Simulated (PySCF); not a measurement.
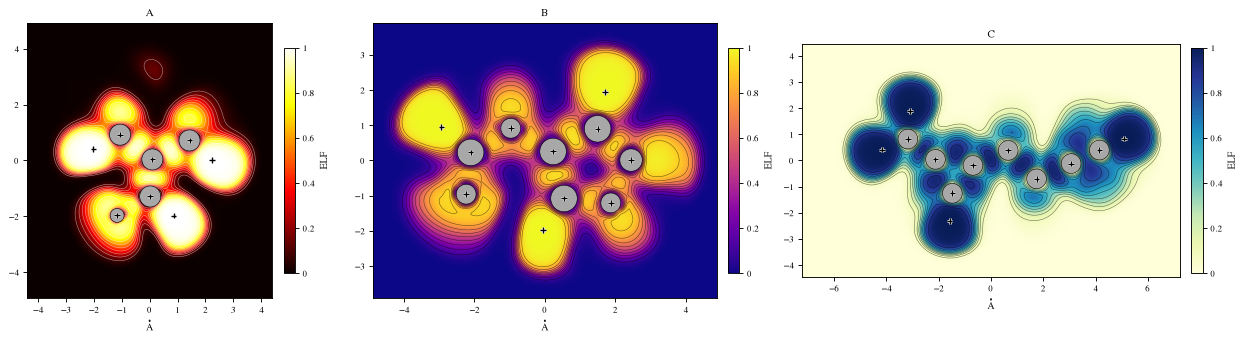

The electron localisation function of 3 systems, each on a plane through atoms (crosses mark nuclei in the plane; grey discs cover the cores).

These are results of PBE0/def2-SVPD, SCF density, gas phase (PySCF), not measurements.

System 1: C₄H₆FO₃S (SMILES C/C(=C/F)CS(=O)(=O)[O-]) (charge −1), the plane of atoms F4, C3 and H13. Geometry: GFN2-xTB.

| atom | x (Å) | y (Å) | z (Å) |
| --- | --- | --- | --- |
| C | 1.0819 | -0.8152 | 0.8698 |
| C | 0.7109 | 0.0270 | -0.3088 |
| C | 1.5012 | 1.0187 | -0.7019 |
| F | 1.2353 | 1.7977 | -1.7905 |
| C | -0.5975 | -0.2597 | -0.8985 |
| S | -1.8601 | 0.1908 | 0.4091 |
| O | -1.8450 | -0.9405 | 1.3389 |
| O | -1.3970 | 1.4361 | 1.0016 |
| O | -3.1028 | 0.3034 | -0.3454 |
| H | 1.3532 | -1.8209 | 0.5437 |
| H | 1.9117 | -0.3869 | 1.4278 |
| H | 0.1970 | -0.8920 | 1.5027 |
| H | 2.4258 | 1.3184 | -0.2315 |
| H | -0.8351 | 0.3445 | -1.7658 |
| H | -0.7839 | -1.3134 | -1.0734 |

System 2: C₄H₃NO₃ (SMILES O=COc1cnoc1), the molecular plane. Geometry: GFN2-xTB.

```yaml
atoms:
  - { symbol: O, position_ang: [2.1337, -1.0321, -0.5478] }
  - { symbol: C, position_ang: [2.1189, 0.0649, -0.0791] }
  - { symbol: O, position_ang: [1.0504, 0.7728, 0.2742] }
  - { symbol: C, position_ang: [-0.2070, 0.2511, 0.1139] }
  - { symbol: C, position_ang: [-1.4049, 0.9276, 0.4650] }
  - { symbol: N, position_ang: [-2.4327, 0.1776, 0.1967] }
  - { symbol: O, position_ang: [-1.9738, -0.9766, -0.3216] }
  - { symbol: C, position_ang: [-0.6418, -0.9522, -0.3792] }
  - { symbol: H, position_ang: [3.0116, 0.6732, 0.1367] }
  - { symbol: H, position_ang: [-1.5179, 1.9038, 0.8875] }
  - { symbol: H, position_ang: [-0.1311, -1.8074, -0.7723] }
```

System 3: C₈H₈, the plane of atoms C5, C6 and C7. Geometry: GFN2-xTB.

```yaml
atoms:
  - { symbol: C, position_ang: [-2.1242, 1.7908, -2.5500] }
  - { symbol: C, position_ang: [-1.8314, 1.0459, -1.6608] }
  - { symbol: C, position_ang: [-1.4379, 0.1677, -0.5792] }
  - { symbol: C, position_ang: [0.0075, 0.4475, -0.1424] }
  - { symbol: C, position_ang: [0.4283, -0.4408, 0.9448] }
  - { symbol: C, position_ang: [0.1478, -1.4256, 1.7900] }
  - { symbol: C, position_ang: [1.4797, -0.8563, 1.8550] }
  - { symbol: C, position_ang: [2.6914, -0.7791, 2.3484] }
  - { symbol: H, position_ang: [-2.3977, 2.4355, -3.3305] }
  - { symbol: H, position_ang: [-1.5285, -0.8719, -0.9072] }
  - { symbol: H, position_ang: [-2.1127, 0.3170, 0.2687] }
  - { symbol: H, position_ang: [0.6888, 0.3199, -0.9906] }
  - { symbol: H, position_ang: [0.1035, 1.4871, 0.1888] }
  - { symbol: H, position_ang: [-0.5459, -2.1375, 2.1675] }
  - { symbol: H, position_ang: [3.4058, -0.0639, 1.9773] }
  - { symbol: H, position_ang: [3.0181, -1.4273, 3.1436] }
```

Q: Match each panel to its system.

A: Panel A is system 1, C₄H₆FO₃S: the plane holds C, F and H. C–C (1.33 Å): the ELF peaks at about 0.90 between the atoms: a short, multiple covalent bond. Panel B is system 2, C₄H₃NO₃: the plane holds O, C, N and H. C–O (1.19 Å): the ELF peaks at about 0.85 between the atoms: a multiple bond. Panel C is system 3, C₈H₈: the plane holds C and H. C–C (1.20 Å): the ELF peaks at about 0.80 between the atoms (a short, multiple covalent bond).
